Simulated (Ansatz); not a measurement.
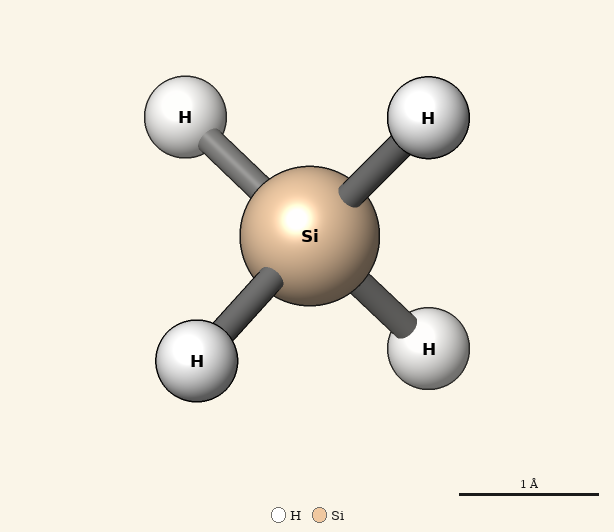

Ball-and-stick drawing of a structure.

**What is the molecular formula?**

SiH₄, 5 atoms: 1 silicon and 4 hydrogen.

**Which point group does it belong to?**

Td.

**Count the bonded pairs by element.**

4 Si–H. Sticks follow a distance rule.

More results for the same structure follow; atom numbers are the same in all pictures, views and colours differ. Computed geometry: PBE0-D4/def2-TZVP optimisation.

### Geometry

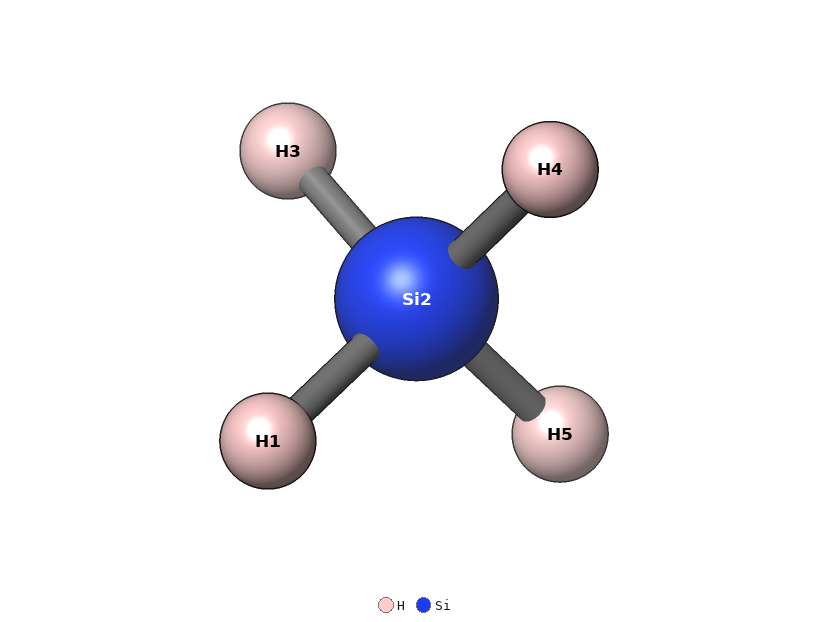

Numbered structure.

**What is the geometry at Si2?**

Si2 has 4 neighbours (H1 at 1.48, H3 at 1.48, H4 at 1.48, H5 at 1.48 Å); the arrangement is tetrahedral.

### Vibrations

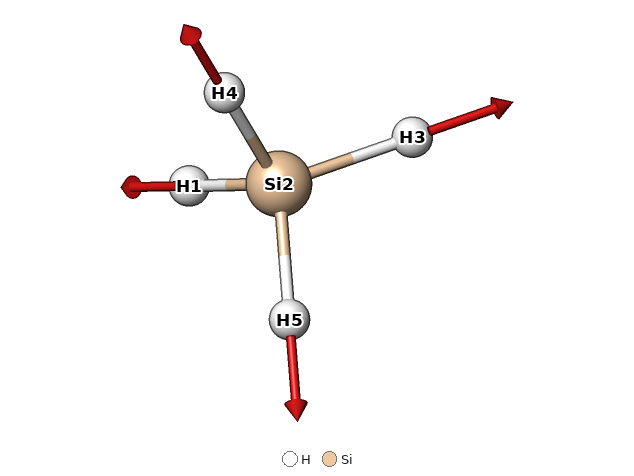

The arrows show one normal mode. Harmonic vibrations computed with RKS PBE0-D4/def2-TZVP (Ansatz 0.2.0) at a stationary point of the same level.

**What kind of motion is it?**

Mostly in-phase stretching of 4 Si–H bonds.

**Estimate its harmonic wavenumber.**

2235 cm⁻¹; it is mode 6 of 9 counted from the lowest.

### Electronic properties

Properties computed with RKS PBE0-D4/def2-TZVPP (Ansatz 0.2.0).

**Give the HOMO energy (Kohn–Sham orbital) at this level.**

−9.86 eV.

**Estimate the HOMO–LUMO gap.**

10.92 eV.

### Thermal motion

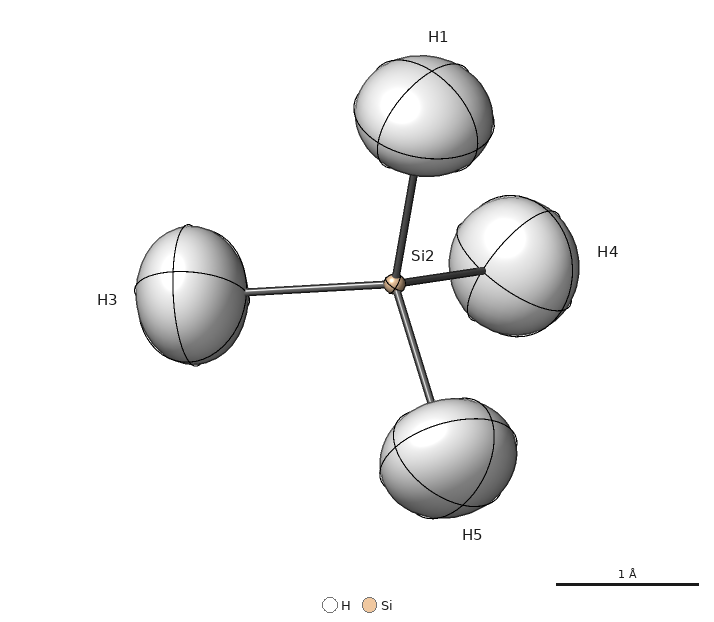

Displacement ellipsoids at the 50 % level, enlarged 3 times, from the internal vibrations of the free molecule (harmonic, no overall translation or rotation; no half-axis is drawn under 0.075 Å). Vibrations computed with RKS PBE0-D4/def2-TZVP (Ansatz 0.2.0). Temperature: 400 K.

**Which atom moves most?**

H1, H3, H4, H5, with U_eq = 0.0100 Å².

Give the displacement parameters, one line for each set of equivalent atoms.

| atom | U_eq (Å²) | rms amplitudes (Å) |
| --- | --- | --- |
| H1, H3, H4, H5 | 0.0100 | 0.085, 0.107, 0.107 |
| Si2 | 0.00007 | 0.008, 0.008, 0.008 |
